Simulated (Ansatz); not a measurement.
BH3

```
atom    x (Å)    y (Å)    z (Å)
   B   0.3031   0.0000   0.1751
   H   0.2223  -0.0027   1.3713
   H   1.3796   0.0046  -0.3531
   H  -0.6925  -0.0020  -0.4931
```

Computed with Ansatz 0.2.0, RKS PBE-D4/def2-TZVP.

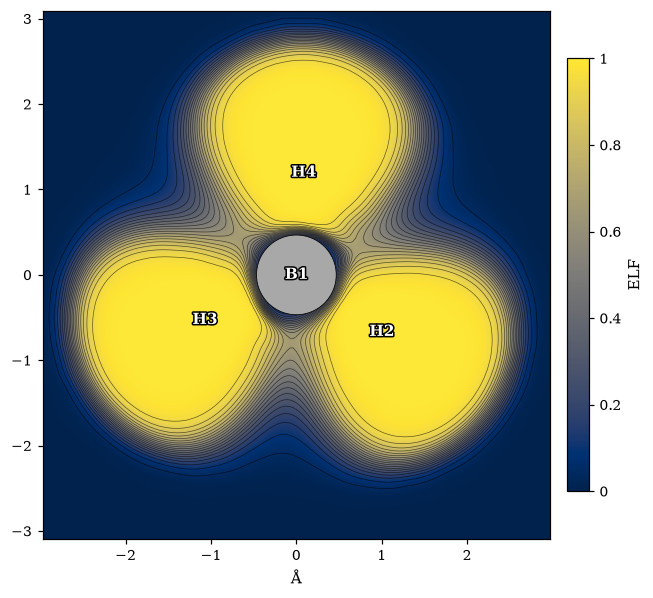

Figure 1. ELF on the molecular plane. Grey discs cover the atomic cores.

> What do the fields say about this system?

The plane passes through B and H nuclei.
B–H (1.20 Å): the ELF climbs to about 1 towards the hydrogen, as it does in any bond to H: a covalent bond by its length.

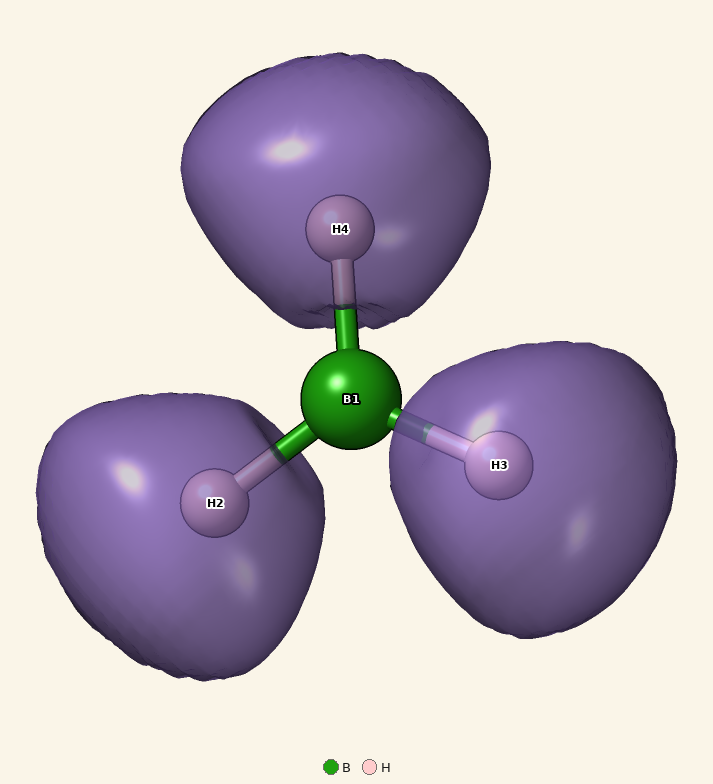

Figure 2. Isosurface of the electron localisation function at 0.9 (purple), seen at a tilt. Only the valence region is drawn (cores and ρ < 0.01 e/Å³ removed).

> Where are the electrons localised?

At this value the surface marks out three regions around hydrogen nuclei.

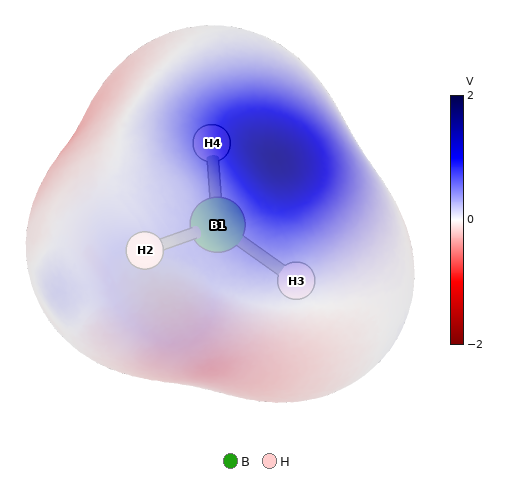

Figure 3. The molecular electrostatic potential painted on the density surface at 0.001 e/bohr³, seen at a tilt; the colour scale runs from red (negative) to blue (positive).

> Describe the electrostatic potential map.

The most negative region (about −0.3 V) lies over H2, the most positive (about +1.6 V) over B1.

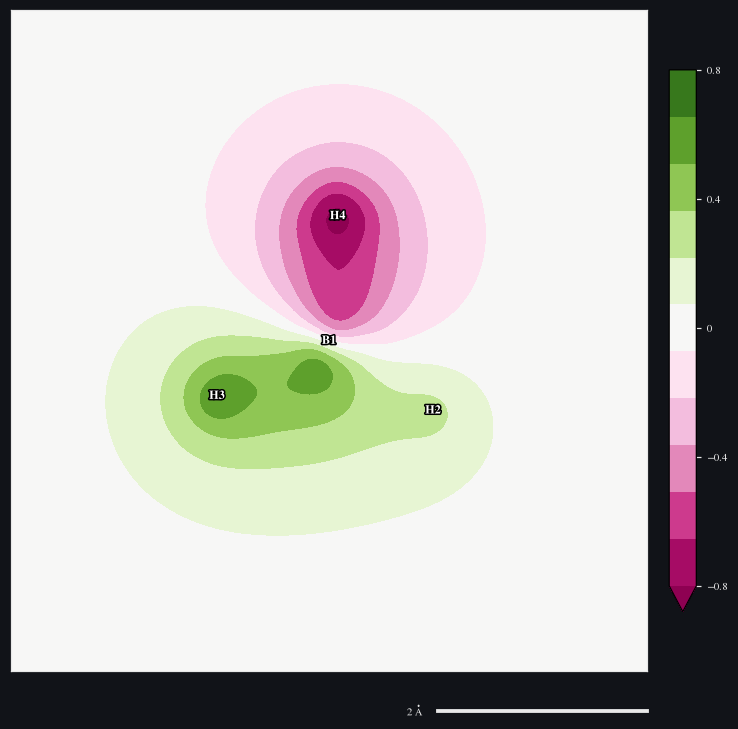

Figure 4. The HOMO on the molecular plane (values in Å⁻³ᐟ²; the overall sign is arbitrary).

> Where does this orbital lie, and at what energy?

It lies mainly on B1 (about 45 %), H4 (about 35 %) and H3 (about 20 %); it is symmetric in the molecular plane (an in-plane orbital: σ, lone-pair or in-plane π type). It is one of a degenerate set, so its orientation is arbitrary. Its energy is −8.46 eV.
